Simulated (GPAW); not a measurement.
## Property calculation of TiH3

- system: TiH3, multiplicity 2
- method: PBE/dzp, UKS, scalar-relativistic datasets (GPAW 26.7.0)

The geometry comes from this level: GFN2-xTB.

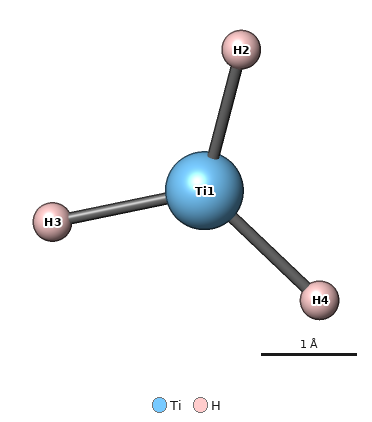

Figure 1. The structure as given in the input (ball-and-stick view, seen at a tilt; atoms are numbered from 1 in the order of the input). Sticks mark near contacts. Bond lengths as drawn: H–Ti 1.70 Å.

**Input (calc.py)**
```python
import numpy as np
from ase.io import read
from ase.units import Debye
from gpaw import GPAW

system = read("mol.xyz")
system.center(vacuum=4.5)
system.set_initial_magnetic_moments([1.0, 0.0, 0.0, 0.0])

calc = GPAW(mode="lcao",
            h=0.18,
            basis="dzp",
            maxiter=150,
            xc="PBE",
            occupations={"name": "fermi-dirac", "width": 0.01, "fixmagmom": True},
            symmetry="off",
            txt="-")
system.calc = calc

energy = system.get_potential_energy()
print(f"Energy = {energy:.5f} eV")
forces = system.get_forces()
print("Forces (eV/Ang)")
for symbol, f in zip(system.symbols, forces):
    print(f'{symbol:2} {f[0]:9.4f} {f[1]:9.4f} {f[2]:9.4f}')
dipole = system.get_dipole_moment() / Debye
print(f"Dipole = {np.linalg.norm(dipole):.3f} D")
print("Moments:", system.get_magnetic_moments().round(3))
```

**File mol.xyz**
```
4

Ti    -0.000130     0.000070     0.000140
H      1.694600    -0.027980     0.012960
H     -0.823130     1.481870    -0.017560
H     -0.871350    -1.453960     0.004460
```

Machine: 1 thread of Arm Neoverse V2, 24 GiB of memory available, shared host.

Command:
```bash
python calc.py > calc.log
```

**What the program printed**
```
__  _  _
 | _ |_)|_||  |
 |__||  | ||/\| - 26.7.0

units:  Angstrom and eV
cores:  1
OpenMP: False

Versions:
  Python: 3.12.14
  ASE:    3.29.0
  Numpy:  2.5.5
  Scipy:  1.18.1
  Libxc:  7.0.0

        _gpaw.cpython-312-aarch64-linux-gnu.so

Input parameters:
  mode=LCAO(),
  basis={'default': 'dzp'},
  h=0.18,
  maxiter=150,
  occupations=Occupations(name='fermi-dirac', width=0.01, fixmagmom=True),
  symmetry=Symmetry(point_group=False, time_reversal=False),
  xc=XC(name='PBE')
        .---------------------------.
       /|                           |
      / |                           |
     /  |                           |
    /   |                           |
   /    |                           |
  /     |                           |
 *      |                           |
 |      |       H                   |
 |      |        Ti   H             |
 |      |      H                    |
 |      .---------------------------.
 |     /                           /
 |    /                           /
 |   /                           /
 |  /                           /
 | /                           /
 |/                           /
 *---------------------------*

Atoms  # Å, Bohr magnetons
|   | symbol |        x |        y |        z |    initial magnetic moments |
|---|--------|----------|----------|----------|-----------------------------|
| 0 |     Ti | 5.371220 | 5.954030 | 4.517700 | ( 0.0000,  0.0000,  1.0000) |
| 1 |      H | 7.065950 | 5.925980 | 4.530520 | ( 0.0000,  0.0000,  0.0000) |
| 2 |      H | 4.548220 | 7.435830 | 4.500000 | ( 0.0000,  0.0000,  0.0000) |
| 3 |      H | 4.500000 | 4.500000 | 4.522020 | ( 0.0000,  0.0000,  0.0000) |

Unit cell  # Å
| periodic |         x |         y |        z |   lengths |    angles |
|----------|-----------|-----------|----------|-----------|-----------|
|       no | 11.565950 |  0.000000 | 0.000000 | 11.565950 | 90.000000 |
|       no |  0.000000 | 11.935830 | 0.000000 | 11.935830 | 90.000000 |
|       no |  0.000000 |  0.000000 | 9.030520 |  9.030520 | 90.000000 |

Number of symmetries: 1
Symmetry operations  # r_c * U_cc + t_c -> r_c
|   | kind |            matrix            |
|---|------|------------------------------|
| 0 |  E   |  1, 0, 0,  0, 1, 0,  0, 0, 1 |

BZ-sampling:
  Number of BZ points: 1
  Number of IBZ points: 1

  Monkhorst-Pack size: [1, 1, 1]
  Monkhorst-Pack shift: [0, 0, 0]

K-points  # in reciprocal-cell coordinates
|   |                                coordinates |     weight |
|---|--------------------------------------------|------------|
| 0 | (  0.00000000,   0.00000000,   0.00000000) | 1.00000000 |

basis functions: 44
Spin-components: 2 (collinear spins)
Bands:           14
Projectors:      15
Spin-degeneracy: 1
Datatype:        <class 'float'>

  Storage: CPU
  Wave functions: 9_856 bytes (9_856 per core)

Parallelization:
  kpt:    1
  domain: 1
  band:   1

Density:
  Valence electrons: 15.0
  Components: 2
  Grid points: [64 68 52]
  Charge: 0.0  # |e|

Potential:
  Grid points: [64 68 52]

species:
  Ti:
    name:    Titanium
    Z:       22.0
    valence: 12
    core:    10
    charge:  0.0  # [|e|]
    file:    Ti.PBE.gz
    compensation charges:
      type: gauss
      rc: 0.38  # [Å]
      lmax: 2
    cutoffs:
      filter: 2.23  # [Å]
      core: 1.02  # [Å]
    projectors
    | kind |    occ | energy [eV] | rcut [Å] |
    |------|--------|-------------|----------|
    |   3s |  2.000 |     -62.623 |    1.270 |
    |   4s |  2.000 |      -4.466 |    1.270 |
    |   3p |  6.000 |     -38.862 |    1.058 |
    |   4p |  0.000 |      -1.466 |    1.058 |
    |   3d |  2.000 |      -4.258 |    1.058 |
    |    d |        |      22.953 |    1.058 |

    LCAO basis set for Ti:
      Name: dzp
      File: Ti.dzp.basis.gz
      Number of radial functions: 11
      Number of spherical harmonics: 29
        l=0, rc=3.4375 Bohr: 3s-sz confined orbital
        l=0, rc=9.9062 Bohr: 4s-sz confined orbital
        l=1, rc=3.8906 Bohr: 3p-sz confined orbital
        l=1, rc=13.1094 Bohr: 4p-sz confined orbital
        l=2, rc=6.6250 Bohr: 3d-sz confined orbital
        l=0, rc=2.1406 Bohr: 3s-dz split-valence wave
        l=0, rc=6.0156 Bohr: 4s-dz split-valence wave
        l=1, rc=2.3125 Bohr: 3p-dz split-valence wave
        l=1, rc=8.1094 Bohr: 4p-dz split-valence wave
        l=2, rc=3.8594 Bohr: 3d-dz split-valence wave
        l=1, rc=9.9062 Bohr: p-type Gaussian polarization
      Number of RI-basis functions 0

  H:
    name:    Hydrogen
    Z:       1.0
    valence: 1
    core:    0
    charge:  0.0  # [|e|]
    file:    H.PBE.gz
    compensation charges:
      type: gauss
      rc: 0.15  # [Å]
      lmax: 2
    cutoffs:
      filter: 0.85  # [Å]
      core: 0.53  # [Å]
    projectors
    | kind |    occ | energy [eV] | rcut [Å] |
    |------|--------|-------------|----------|
    |   1s |  1.000 |      -6.494 |    0.476 |
    |    s |        |      20.717 |    0.476 |
    |    p |        |       0.000 |    0.476 |

    LCAO basis set for H:
      Name: dzp
      File: H.dzp.basis.gz
      Number of radial functions: 3
      Number of spherical harmonics: 5
        l=0, rc=6.4219 Bohr: 1s-sz confined orbital
        l=0, rc=3.6094 Bohr: 1s-dz split-valence wave
        l=1, rc=6.4219 Bohr: p-type Gaussian polarization
      Number of RI-basis functions 0

Reference energy: -23261.484768  # eV

eigensolver:
  <gpaw.new.lcao.eigensolver.LCAOEigensolver object at 0xeeb28708f170>
density mixing:
  MSR1-Mixer
  Pratt-step length: 0.05
  Maximum mixing coefficient: 0.75
  Old densities: 10
  SVD Regularization: 0.005
  Good broyden scale: 1.0
  Trust region scale: 1.0
  Backstep threshold: 4.0
  History deletion threshold: 6.0
  Fourier metric: weight=20.0, sigma=0.015

occupation numbers:
  Fixed magnetic moment: 1.000
  Fermi-Dirac:
    width: 0.0100  # eV

FastPoissonSolver using
    Stencil: 6*3+1=19 point O(h^6) finite-difference Laplacian
    FFT axes: []
    FST axes: [np.int64(2), np.int64(0), np.int64(1)]

xc functional:
  name: PBE with 2 nearest neighbor stencil
interpolation: tri-quintic # 5. degree polynomial

        .---------------------------.
       /|                           |
      / |                           |
     /  |                           |
    /   |                           |
   /    |                           |
  /     |                           |
 *      |                           |
 |      |       H                   |
 |      |        Ti   H             |
 |      |      H                    |
 |      .---------------------------.
 |     /                           /
 |    /                           /
 |   /                           /
 |  /                           /
 | /                           /
 |/                           /
 *---------------------------*

Atoms  # Å, Bohr magnetons
|   | symbol |        x |        y |        z |    initial magnetic moments |
|---|--------|----------|----------|----------|-----------------------------|
| 0 |     Ti | 5.371220 | 5.954030 | 4.517700 | ( 0.0000,  0.0000,  1.0000) |
| 1 |      H | 7.065950 | 5.925980 | 4.530520 | ( 0.0000,  0.0000,  0.0000) |
| 2 |      H | 4.548220 | 7.435830 | 4.500000 | ( 0.0000,  0.0000,  0.0000) |
| 3 |      H | 4.500000 | 4.500000 | 4.522020 | ( 0.0000,  0.0000,  0.0000) |

Unit cell  # Å
| periodic |         x |         y |        z |   lengths |    angles |
|----------|-----------|-----------|----------|-----------|-----------|
|       no | 11.565950 |  0.000000 | 0.000000 | 11.565950 | 90.000000 |
|       no |  0.000000 | 11.935830 | 0.000000 | 11.935830 | 90.000000 |
|       no |  0.000000 |  0.000000 | 9.030520 |  9.030520 | 90.000000 |

Number of symmetries: 1
Symmetry operations  # r_c * U_cc + t_c -> r_c
|   | kind |            matrix            |
|---|------|------------------------------|
| 0 |  E   |  1, 0, 0,  0, 1, 0,  0, 0, 1 |

BZ-sampling:
  Number of BZ points: 1
  Number of IBZ points: 1

  Monkhorst-Pack size: [1, 1, 1]
  Monkhorst-Pack shift: [0, 0, 0]

K-points  # in reciprocal-cell coordinates
|   |                                coordinates |     weight |
|---|--------------------------------------------|------------|
| 0 | (  0.00000000,   0.00000000,   0.00000000) | 1.00000000 |

basis functions: 44
Spin-components: 2 (collinear spins)
Bands:           14
Projectors:      15
Spin-degeneracy: 1
Datatype:        <class 'float'>

  Storage: CPU
  Wave functions: 9_856 bytes (9_856 per core)

Parallelization:
  kpt:    1
  domain: 1
  band:   1

Density:
  Valence electrons: 15.0
  Components: 2
  Grid points: [64 68 52]
  Charge: 0.0  # |e|

Potential:
  Grid points: [64 68 52]

species:
  Ti:
    name:    Titanium
    Z:       22.0
    valence: 12
    core:    10
    charge:  0.0  # [|e|]
    file:    Ti.PBE.gz
    compensation charges:
      type: gauss
      rc: 0.38  # [Å]
      lmax: 2
    cutoffs:
      filter: 2.23  # [Å]
      core: 1.02  # [Å]
    projectors
    | kind |    occ | energy [eV] | rcut [Å] |
    |------|--------|-------------|----------|
    |   3s |  2.000 |     -62.623 |    1.270 |
    |   4s |  2.000 |      -4.466 |    1.270 |
    |   3p |  6.000 |     -38.862 |    1.058 |
    |   4p |  0.000 |      -1.466 |    1.058 |
    |   3d |  2.000 |      -4.258 |    1.058 |
    |    d |        |      22.953 |    1.058 |

    LCAO basis set for Ti:
      Name: dzp
      File: Ti.dzp.basis.gz
      Number of radial functions: 11
      Number of spherical harmonics: 29
        l=0, rc=3.4375 Bohr: 3s-sz confined orbital
        l=0, rc=9.9062 Bohr: 4s-sz confined orbital
        l=1, rc=3.8906 Bohr: 3p-sz confined orbital
        l=1, rc=13.1094 Bohr: 4p-sz confined orbital
        l=2, rc=6.6250 Bohr: 3d-sz confined orbital
        l=0, rc=2.1406 Bohr: 3s-dz split-valence wave
        l=0, rc=6.0156 Bohr: 4s-dz split-valence wave
        l=1, rc=2.3125 Bohr: 3p-dz split-valence wave
        l=1, rc=8.1094 Bohr: 4p-dz split-valence wave
        l=2, rc=3.8594 Bohr: 3d-dz split-valence wave
        l=1, rc=9.9062 Bohr: p-type Gaussian polarization
      Number of RI-basis functions 0

  H:
    name:    Hydrogen
    Z:       1.0
    valence: 1
    core:    0
    charge:  0.0  # [|e|]
    file:    H.PBE.gz
    compensation charges:
      type: gauss
      rc: 0.15  # [Å]
      lmax: 2
    cutoffs:
      filter: 0.85  # [Å]
      core: 0.53  # [Å]
    projectors
    | kind |    occ | energy [eV] | rcut [Å] |
    |------|--------|-------------|----------|
    |   1s |  1.000 |      -6.494 |    0.476 |
    |    s |        |      20.717 |    0.476 |
    |    p |        |       0.000 |    0.476 |

    LCAO basis set for H:
      Name: dzp
      File: H.dzp.basis.gz
      Number of radial functions: 3
      Number of spherical harmonics: 5
        l=0, rc=6.4219 Bohr: 1s-sz confined orbital
        l=0, rc=3.6094 Bohr: 1s-dz split-valence wave
        l=1, rc=6.4219 Bohr: p-type Gaussian polarization
      Number of RI-basis functions 0

Reference energy: -23261.484768  # eV

eigensolver:
  <gpaw.new.lcao.eigensolver.LCAOEigensolver object at 0xeeb282941f70>
density mixing:
  MSR1-Mixer
  Pratt-step length: 0.05
  Maximum mixing coefficient: 0.75
  Old densities: 10
  SVD Regularization: 0.005
  Good broyden scale: 1.0
  Trust region scale: 1.0
  Backstep threshold: 4.0
  History deletion threshold: 6.0
  Fourier metric: weight=20.0, sigma=0.015

occupation numbers:
  Fixed magnetic moment: 1.000
  Fermi-Dirac:
    width: 0.0100  # eV

FastPoissonSolver using
    Stencil: 6*3+1=19 point O(h^6) finite-difference Laplacian
    FFT axes: []
    FST axes: [np.int64(2), np.int64(0), np.int64(1)]

xc functional:
  name: PBE with 2 nearest neighbor stencil
interpolation: tri-quintic # 5. degree polynomial

Initialization done in: 3.394 s

convergence criteria:
- Maximum [total energy] change in last 3 cyles: 0.0005 eV / valence electron
- Maximum integral of absolute [dens]ity change: 0.0001 electrons / valence electron
- Maximum integral of absolute [eigenst]ate change: 4e-08 eV^2 / valence electron
maximum number of iterations: 150

SCF iterations
|iter     |     time |      energy | eigst |  dens |  magmom |
|---------|----------|-------------|-------|-------|---------|
|iter:   1| 00:00:03 |  -14.316262 |      c|       |  +0.9877|
|iter:   2| 00:00:04 |  -13.965092 |      c| -0.65 |  +0.9883|
|iter:   3| 00:00:05 |  -12.403432 |      c| -0.68 |  +0.9958|
|iter:   4| 00:00:06 |  -12.403923 |      c| -1.29 |  +0.9986|
|iter:   5| 00:00:06 |  -12.384231 |      c| -1.59 |  +0.9991|
|iter:   6| 00:00:07 |  -12.389427 |      c| -1.85 |  +0.9999|
|iter:   7| 00:00:08 |  -12.385803c|      c| -1.58 |  +0.9998|
|iter:   8| 00:00:09 |  -12.385426c|      c| -2.05 |  +1.0000|
|iter:   9| 00:00:10 |  -12.385426c|      c| -2.80 |  +1.0000|
|iter:  10| 00:00:11 |  -12.385428c|      c| -2.84 |  +1.0000|
|iter:  11| 00:00:12 |  -12.385421c|      c| -2.81 |  +1.0000|
|iter:  12| 00:00:12 |  -12.385418c|      c| -3.03 |  +1.0000|
|iter:  13| 00:00:13 |  -12.385418c|      c| -3.34 |  +1.0000|
|iter:  14| 00:00:14 |  -12.385418c|      c| -3.79 |  +1.0000|
|iter:  15| 00:00:15 |  -12.385419c|      c| -4.13c|  +1.0000|

Converged in 15 steps
SCF loop duration: 12.003 s (0.800 s/step)
Energy contributions relative to reference atoms: (reference = -23261.484768)

Energy contributions:
  Kinetic:          17.757913
  Coulomb:         -16.809523
  Zero:              0.107264
  External:          0.000000
  Xc:              -13.434141
  Entropy:          -0.013863
  Spinorbit:         0.000000
  ----------------------------
  Free energy:     -12.392350
  Extrapolated:    -12.385419

dipole moment: (0.000381, 0.000122, 0.000272)  # |e|*Ang

Total magnetic moment: (0.000000, 0.000000, 1.000001)

Local magnetic moments
|        x |        y |         z |
|----------|----------|-----------|
| 0.000000 | 0.000000 |  0.834118 |  # Ti   0
| 0.000000 | 0.000000 | -0.009982 |  # H    1
| 0.000000 | 0.000000 | -0.009980 |  # H    2
| 0.000000 | 0.000000 | -0.009980 |  # H    3

Fermi levels: -3.984, -3.698
Eigenvalues  # (at kpt = [0.000, 0.000, 0.000])
| band index |      eig [eV] | occ [0-1] |      eig [eV] | occ [0-1] |
|------------|---------------|-----------|---------------|-----------|
|          0 |       -61.786 |     1.000 |       -60.837 |     1.000 |
|          1 |       -38.521 |     1.000 |       -37.313 |     1.000 |
|          2 |       -37.876 |     1.000 |       -37.066 |     1.000 |
|          3 |       -37.876 |     1.000 |       -37.065 |     1.000 |
|          4 |        -7.570 |     1.000 |        -7.482 |     1.000 |
|          5 |        -6.482 |     1.000 |        -6.377 |     1.000 |
|          6 |        -6.481 |     1.000 |        -6.376 |     1.000 |
|          7 |        -3.984 |     0.501 |        -3.223 |     0.000 |
|          8 |        -3.984 |     0.499 |        -2.650 |     0.000 |
|          9 |        -3.702 |     0.000 |        -2.649 |     0.000 |
|         10 |        -2.497 |     0.000 |        -2.114 |     0.000 |
|         11 |        -2.496 |     0.000 |        -2.113 |     0.000 |
|         12 |        -1.119 |     0.000 |        -0.849 |     0.000 |
|         13 |         2.253 |     0.000 |         2.295 |     0.000 |

Gap: 0.000 eV
Transition (v -> c):
  (s=0, k=0, n=7, [0.00, 0.00, 0.00]) -> (s=0, k=0, n=8, [0.00, 0.00, 0.00])
No difference between direct/indirect transitions
vacuum-level: 0.000  # V
Energy = -12.38542 eV

Forces  # eV/Ang
|        x |        y |        z |
|----------|----------|----------|
|  0.00438 |  0.00621 | -0.00096 |  # Ti   0
|  0.52850 | -0.01293 |  0.00238 |  # H    1
| -0.25658 |  0.46669 | -0.00466 |  # H    2
| -0.28070 | -0.45976 | -0.00231 |  # H    3

Force computation time: 0.281  # s
Forces (eV/Ang)
Ti    0.0044    0.0062   -0.0010
H     0.5285   -0.0129    0.0024
H    -0.2566    0.4667   -0.0047
H    -0.2807   -0.4598   -0.0023
Dipole = 0.002 D
Moments: [ 0.834 -0.01  -0.01  -0.01 ]
```

**Summary**

```json
{"quantity": "outcome", "value": "converged"}
{"quantity": "energy relative to the program's reference atoms", "value": "−12.3854 eV"}
{"quantity": "basis functions", "value": "44"}
{"quantity": "largest force", "value": "0.539 eV/Å"}
{"quantity": "dipole moment", "value": "0.00 D"}
{"quantity": "wall time", "value": "16 s"}
{"quantity": "peak memory", "value": "0.86 GiB"}
```

**Remarks**

Further notes kept with the run: fractional occupations.
